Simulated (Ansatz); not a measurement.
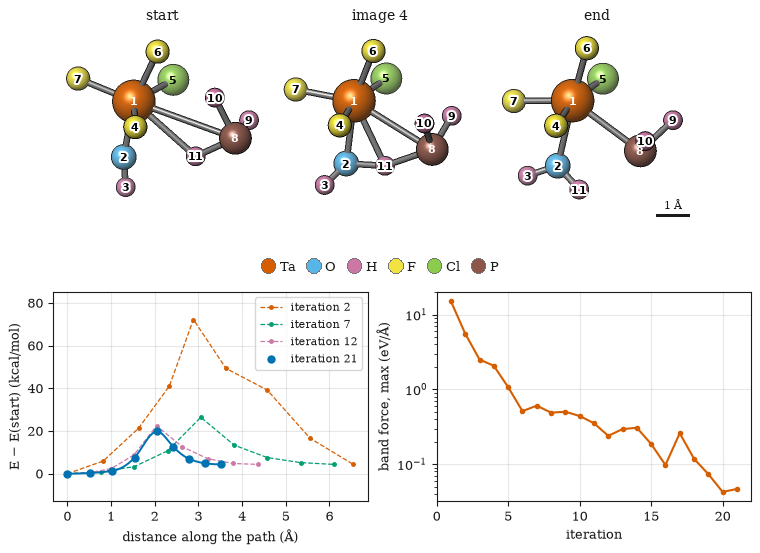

A search for the minimum-energy path of TaPH4OClF3 by the nudged elastic band. Images are numbered from 0 (start) to 8 (end). The plot follows the band through its iterations. Style: ball-and-stick. Shown at a tilt.

Method: Ansatz, RKS LDA/def2-SVP. Settings: 7 movable images; climbing image; force threshold 0.05 eV/Å; iteration limit 60; starting path through a guess of the saddle point.

How did the profile develop, and is the result final?

The result is final at these settings. The band converged in 21 iterations. The largest component of the band force went from 15 to 0.047 eV/Å. The climbing image converged on the top of the path. Its vibrational analysis gives one imaginary mode (855i cm⁻¹), as a transition state must have. The first iteration put the highest image at 130.1 kcal/mol. The energy climbs by 19.8 kcal/mol to image 4 and then falls by 15.4 kcal/mol, so the end point sits at +4.4 kcal/mol.
